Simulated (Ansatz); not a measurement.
# C2H4Si (ethynylsilane): r2SCAN0/6-311+G(d,p)

Aim: the electronic atomisation energy of C2H4Si (ethynylsilane) at r2SCAN0/6-311+G**, from 4 runs. 

The calculation is run with Ansatz 0.2.0.

49 further runs of the same task are left out: 7 that didn't finish, 42 set aside as unsound or not needed.

## (1) Starting point

C2H4Si has 7 atoms, charge 0, and is taken as a singlet. SMILES: `C#C[SiH3]`. The shape is that of a PBE0-D4/def2-TZVP optimisation.

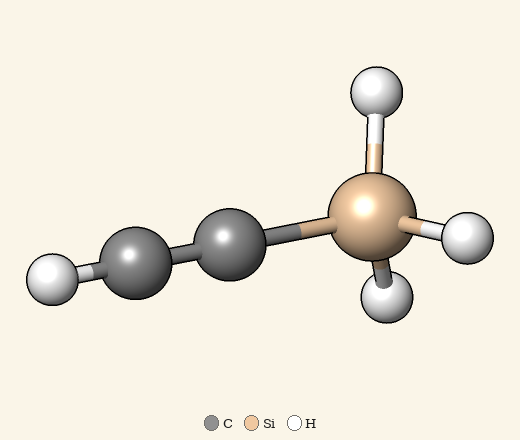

The structure, seen from a chosen angle (carbon grey, silicon light orange, hydrogen white).

## (2) A single-point energy at r2SCAN0/6-311+G(d,p)

File run.yaml:

```yaml
crystal:
  periodic: [false, false, false]
  atoms:
    - {symbol: C, position_ang: [-0.580700, -1.871400, 0.172200]}
    - {symbol: C, position_ang: [-0.218500, -0.726500, 0.062400]}
    - {symbol: Si, position_ang: [0.329800, 1.004300, -0.103800]}
    - {symbol: H, position_ang: [-0.901000, -2.883500, 0.269300]}
    - {symbol: H, position_ang: [-0.094500, 1.528300, -1.425000]}
    - {symbol: H, position_ang: [-0.281700, 1.818100, 0.974900]}
    - {symbol: H, position_ang: [1.807900, 1.062900, 0.004400]}
basis:
  gaussian: {orbitals: 6-311+G_st__st_-spherical.json}
hamiltonian: {xc: {name: r2SCAN0}}
accuracy: high
output: {orbitals: {seedname: orbitals}}
```

The basis set 6-311+G** is read from a file made from the Basis Set Exchange's data (not shown).

The run is started by

```console
ansatz run run.yaml --threads 1 --pin off --max-ram 3480MiB --events-out events.jsonl --progress --plain --runs-dir runs
```

What it wrote:

```text
Warning: RAYON_NUM_THREADS=1 ignored (pool sized by the plan → 1); use --threads N
Functional definition: r2SCAN0
  name "r2SCAN0"
  parameter a = 0.25
  parameter k0 = 0.174
  parameter k1 = 0.065
  parameter a1 = 4.9479
  exchange = (1 - a)*r2scan_x(k0 = k0, k1 = k1, a1 = a1) + a*exact_x
  correlation = r2scan_c
1694 factors; integrals over basis functions are off by at most 4.2e-9 eV
mean field evaluation 1: about -10008.7144 eV, gradient 4.1e1 eV
mean field evaluation 2: about -10008.6190 eV, gradient 4.0e1 eV
mean field evaluation 4: about -10012.8559 eV, gradient 5.0e0 eV
mean field evaluation 8: about -10012.9199 eV, gradient 7.3e-2 eV
mean field evaluation 16: about -10012.9200 eV, gradient 8.3e-7 eV
mean field -10012.91995770 eV, -367.9680214444 hartree, gradient 3.1e-8 eV, S^2 0.000000; 0 other end points of the search recorded, 0 dependent functions left out
reference -10012.91995919 eV, -367.9680214994 hartree; 15, 15 occupied and 83, 83 virtual orbitals, 1694 factors
Total energy: -10012.91995919 eV, -367.9680214994 hartree
```

Run time: 10 s. Hardware: 1 thread of Arm Neoverse V1, shared host; peak memory 0.29 GiB.

## (3) The C atom

File job.yaml:

```yaml
crystal:
  periodic: [false, false, false]
  atoms:
    - {symbol: C, position_ang: [0.000000, 0.000000, 0.000000]}
basis:
  gaussian:
    orbitals: 6-311+G_st__st_.json
magnetization:
  spin_polarized: true
  initial_magnetization: 2
accuracy: high
hamiltonian:
  xc: {name: r2SCAN0}
total_charge: 0
```

The basis set 6-311+G** is read from a file made from the Basis Set Exchange's data (not shown).

Run the same way, it converges to -37.83155 Eh (log not shown).

## (4) The H atom

File input.yaml:

```yaml
crystal:
  periodic: [false, false, false]
  atoms:
    - {symbol: H, position_ang: [0.000000, 0.000000, 0.000000]}
basis:
  gaussian:
    orbitals: 6-311+G_st__st_.json
magnetization:
  spin_polarized: true
  initial_magnetization: 1
hamiltonian:
  xc: {name: r2SCAN0}
accuracy: high
```

The basis set 6-311+G** is read from a file made from the Basis Set Exchange's data (not shown).

Run the same way, it converges to -0.49987 Eh (log not shown).

## (5) The Si atom, same level

File run.yaml:

```yaml
crystal:
  periodic: [false, false, false]
  atoms:
    - symbol: Si
      position_ang: [0.000000, 0.000000, 0.000000]
basis:
  gaussian: {orbitals: 6-311+G_st__st_-spherical.json}
magnetization: {spin_polarized: true, initial_magnetization: 2}
hamiltonian: {xc: {name: r2SCAN0}}
accuracy: high
```

The basis set 6-311+G** is read from a file made from the Basis Set Exchange's data (not shown).

Run the same way, it converges to -289.34010 Eh (log not shown).

## (6) What came out

At r2SCAN0/6-311+G**:

```
                     quantity          value
       molecule: total energy  -367.96802 Eh
        molecule: HOMO energy       -8.48 eV
        molecule: LUMO energy        0.05 eV
      molecule: HOMO–LUMO gap        8.53 eV
         C atom: total energy   -37.83155 Eh
                 C atom: ⟨S²⟩          2.005
         H atom: total energy    -0.49987 Eh
                 H atom: ⟨S²⟩          0.750
        Si atom: total energy  -289.34010 Eh
                Si atom: ⟨S²⟩          2.004
electronic atomisation energy      26.268 eV
```

What this shows: Taking the molecule apart into free atoms costs 26.27 eV (606 kcal/mol), before zero-point energy and without spin-orbit coupling.
